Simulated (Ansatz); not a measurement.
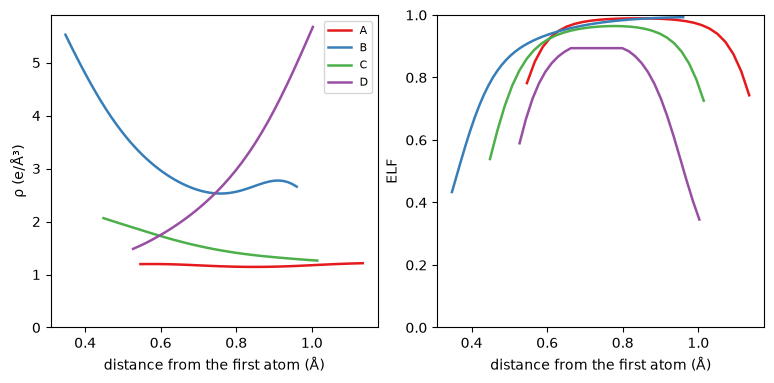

Figure 1: CH₆B₂O. Total electron density and electron localisation function along straight lines between neighbouring atoms. The curves leave out the atomic cores.

Geometry: PBE0-D4/def2-TZVP.

The calculation used RKS PBE0-D4/def2-TZVPP (Ansatz 0.2.0).

```yaml
atoms:
  - { symbol: C, position_ang: [-1.1540, 0.4892, -0.7927] }
  - { symbol: B, position_ang: [-0.1714, -0.5874, -0.2355] }
  - { symbol: B, position_ang: [0.8000, -0.3867, 1.1216] }
  - { symbol: O, position_ang: [2.0621, 0.1140, 1.1925] }
  - { symbol: H, position_ang: [-2.0900, 0.0751, -1.1768] }
  - { symbol: H, position_ang: [-1.3656, 1.3368, -0.1389] }
  - { symbol: H, position_ang: [-0.6389, 0.8922, -1.6817] }
  - { symbol: H, position_ang: [-0.1375, -1.6398, -0.8243] }
  - { symbol: H, position_ang: [0.3508, -0.7223, 2.1937] }
  - { symbol: H, position_ang: [2.4276, 0.3778, 0.3449] }
```

> Which curve belongs to which contact (B–B, B–O, C–B and O–H)? The first atom named is at distance zero.

Curve A: B–B (1.68 Å): ρ at the midpoint is about 1.1 e/Å³; the ELF peaks at about 1 between the atoms (localised, covalent bonding). Curve B: O–H (0.96 Å): ρ at the midpoint is about 3.9 e/Å³; the ELF climbs to about 1 towards the hydrogen, as it does in any bond to H: a covalent bond by its length. Curve C: C–B (1.56 Å): ρ at the midpoint is about 1.4 e/Å³; the ELF peaks at about 0.95 between the atoms, as expected for a shared electron pair. Curve D: B–O (1.36 Å): the density is about 2.1 e/Å³ at the midpoint; the ELF peaks at about 0.90 between the atoms; a polar covalent bond.
